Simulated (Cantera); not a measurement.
A closed system holds: 1 mol SiHCl3, 27 mol N2, 0.35 mol NH3, at 10000 Pa.

Equilibrium computed with Cantera from the NASA thermochemical tables; the gas is ideal and each condensed phase is pure. Candidate condensed phases: NH4Cl, Si, Si3N4; 28 gas species. The tables' values for SiCl3, SiCl are old estimates; treat these amounts as uncertain. The numbers say what is thermodynamically allowed, not how fast it happens.

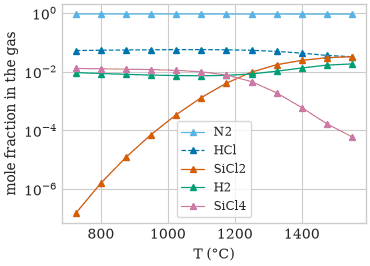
*Equilibrium gas composition (values under 1e-9 drawn at 1e-9)*

Problem. Read off the mole fractions at 1325 °C.

Solution. N2 about 0.92, HCl about 0.049, SiCl2 about 0.017, H2 about 0.010, SiCl4 about 0.0019.
